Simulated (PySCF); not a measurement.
Frequency calculation, with input and output: BH

- system: BH
- method: RKS-based B3LYP, B def2-TZVP, H def2-TZVP; non-relativistic Hamiltonian; density fitting (PySCF 2.14.0)

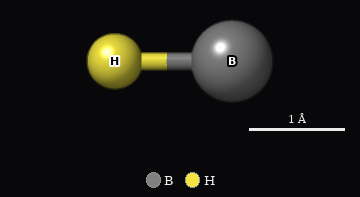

The input geometry (ball-and-stick view, seen on its broad side). Bond lengths as drawn: B–H 1.23 Å.

**The input**
```python
from pyscf import gto, scf, dft
mol = gto.M(atom='''
B      0.000000     0.000000    -0.103394
H      0.000000    -0.000000     1.129460''',
    basis={'B': 'def2-TZVP', 'H': 'def2-TZVP'},
    charge=0, spin=0)
mf = dft.RKS(mol, xc='B3LYP')
mf.grids.atom_grid = (75, 302)
aux = {'B': 'def2-universal-JKFIT', 'H': 'def2-universal-JKFIT'}
mf = mf.density_fit(auxbasis=aux)
mf.conv_tol = 1e-09
mf.diis_space = 10
mf.max_cycle = 60
mf.verbose = 4
mf.kernel()
```

The script is an equivalent of the set-up of the self-consistent field. The run itself was carried out by a driver, which started from the orbitals of the step before it where there was one and computed the further properties.

Hardware: 1 thread of Intel Xeon @ 2.50GHz (Skylake/Cascade Lake), 192 GiB of memory available, shared host.

Launched with:
```bash
OMP_NUM_THREADS=1 python axn.py task.json out
```

**Output**
```
init E= -25.2995262194796
  HOMO = -0.23958384021352  LUMO = -0.0956490014100463  gap/eV = 3.91667
cycle= 1 E= -25.2995262194796  delta_E= 3.55e-15  |g|= 2.85e-08  |ddm|= 1.65e-07
  HOMO = -0.239583831621085  LUMO = -0.0956489960792805  gap/eV = 3.91667
Extra cycle  E= -25.2995262194796  delta_E= 1.07e-14  |g|= 1.56e-08  |ddm|= 8.29e-08
converged SCF energy = -25.2995262194796
```

**Summary**

```tsv
quantity	value
outcome	converged
total energy	−25.299526 hartree
HOMO	−6.52 eV
LUMO	−2.60 eV
zero-point energy	0.005360 hartree
dipole moment	1.59 D
wavenumbers, lowest and highest	2353 cm⁻¹
wall time	4 s
peak memory	0.38 GiB
```
